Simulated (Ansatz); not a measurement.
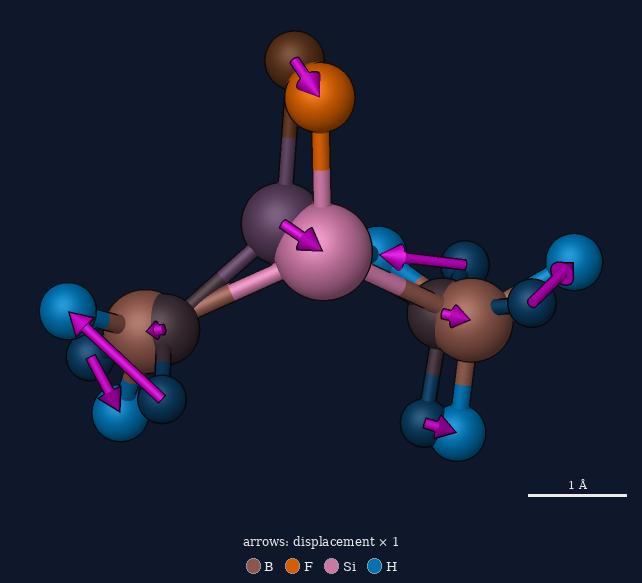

This is a relaxation of B2SiH5F. The starting structure is drawn faded, the final one solid; purple arrows show the displacements, at their true length. The two geometries are superimposed by the best rigid fit.

A ball-and-stick model, seen at a tilt.

It is one of the separated reactants of a reaction.

All numbers below come from Ansatz, RKS PBE-D4/def2-SVP.

The input:
```yaml
crystal:
  periodic: [false, false, false]
  atoms:
    - {symbol: B, position_ang: [-0.250767, 1.135719, -1.270911]}
    - {symbol: B, position_ang: [-0.127665, -0.955981, 0.963351]}
    - {symbol: F, position_ang: [2.487723, 0.715748, 0.036272]}
    - {symbol: Si, position_ang: [0.816942, 0.457788, -0.220723]}
    - {symbol: H, position_ang: [-0.525528, 0.595923, -2.305759]}
    - {symbol: H, position_ang: [-0.959494, 2.041739, -0.932688]}
    - {symbol: H, position_ang: [0.361818, -1.983531, 0.798892]}
    - {symbol: H, position_ang: [-1.246832, -1.044473, 0.714086]}
    - {symbol: H, position_ang: [-0.025285, -0.662190, 2.070467]}
basis:
  gaussian: {orbitals: def2-SVP}
hamiltonian: {xc: pbe, dispersion: d4}
relax: {f_tol: 0.03, max_steps: 250}
```

Command:
```bash
ansatz run in.yaml --threads 2 --pin off --events-out ev --progress --plain --max-ram 4352MiB
```

> Which element moves most?

Hydrogen: up to 1.33 Å, against 0.53 Å for silicon.

> What happened in the run?

The atom that moves furthest after the best rigid fit is H6 (1.33 Å). By element the largest moves are H 1.33 Å, Si 0.53 Å, F 0.53 Å, B 0.32 Å. Some distances before and after: Si4–H7 2.685 → 1.741 Å, B1–Si4 1.644 → 1.998 Å, B2–H7 1.150 → 1.372 Å, B2–Si4 2.072 → 1.907 Å. Bond angles that change, for instance: Si4–B2–H7 109.5° → 61.6°, B1–Si4–F3 131.9° → 112.1°, H8–B2–H9 108.4° → 124.1°. Groups turn about B1–Si4 by about 60°. The energy falls by 50.2 kcal/mol in 28 accepted moves (29 points after the start). Largest force component: 7.2 eV/Å at the start, 0.016 eV/Å at the end. The line search rejected the trial step at point 23 of the run. The run took 40 s on 2 threads of Arm Neoverse V1, with other jobs on the host.
